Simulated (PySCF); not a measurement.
# BS−: from the state search to spectroscopic constants

Aim: find the lowest electronic state of BS−, scan its bond at several levels of theory, and get bond length, wavenumber and dissociation energy from each curve.

Program: PySCF 2.14.0. Level of theory: B aug-cc-pVDZ-DK, S aug-cc-pVDZ-DK, spin-free X2C with a Gaussian nucleus. These are calculated values, not measurements.

1 further run of the same task is left out (set aside as unsound or not needed).

## (1) Input

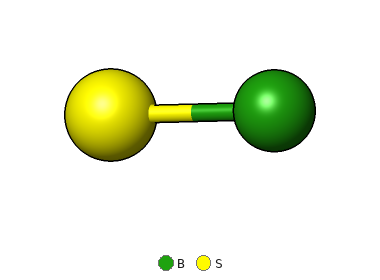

The two atoms at the starting distance (boron green, sulfur yellow).

Settings of the job:

```yaml
atoms: B, S
charge: -1
basis: B aug-cc-pVDZ-DK, S aug-cc-pVDZ-DK
Hamiltonian: spin-free X2C with a Gaussian nucleus
basis_functions: 50
electrons_treated: 22
masses_in_u: 11.0093, 31.9721
levels: PBE0, PBE, r²SCAN, TPSS, PBEsol, TPSSh, HF, MP2, SCS-MP2, CCSD, CCSD(T)
grid: 80 radial by 434 angular points
occupations: held fixed by the projection of orbital angular momentum
dissociation_limit: B + S−, each in its ground configuration
starting_distance_in_angstrom: 1.900
values_of_2S_to_try: 0, 2
```

The run is started by

```bash
OMP_NUM_THREADS=1 python dia.py task.json out
```

After this run come: First curve: PBE0; PBE (GGA); r²SCAN (meta-GGA); TPSS (meta-GGA); PBEsol (GGA); TPSSh (hybrid meta-GGA); RHF (mean field); Adding correlation.

**Question.** What will these runs give? Wanted: for each run, Re; ωe; De; μ.

**Answer**, as computed:

Lowest PBE0 solution found, without spin–orbit coupling: ¹Σ⁺ (singlet), closed shell.

```tsv
level	Re (Å)	ωe (cm⁻¹)	De (eV)	μ (D)
RHF	1.699	1024	4.34	3.25
RHF-MP2	1.708	997	5.93	n/a
RHF-SCS-MP2	1.709	994	5.72	n/a
RHF-CCSD	1.714	984	5.42	n/a
RHF-CCSD(T)	1.720	966	5.63	n/a
PBE	1.712	959	6.18	3.74
PBEsol	1.708	968	6.47	3.81
TPSS	1.713	960	5.86	3.67
r²SCAN	1.705	984	6.03	3.80
TPSSh	1.708	976	5.81	3.65
PBE0	1.700	997	5.98	3.66
```

De is counted to B + S− in their ground configurations. A positive dipole points from B to S; in an ion it is taken about the centre of mass and does not tell which atom is negative.

What this shows: The methods spread over 0.020 Å in bond length, from RHF to RHF-CCSD(T). Of the levels with a De here, RHF gives the least (4.34 eV) and PBEsol the most (6.47 eV).

Correlated steps freeze 6 core orbitals. T1 is 0.023 near the minimum (highest on the curve 0.033), which may point to more than one leading configuration. With some functionals the highest level of the anion is positive, from self-interaction error or because the anion is truly unbound there; the finite basis then holds the extra electron, and no neutral molecule was run to test the binding.
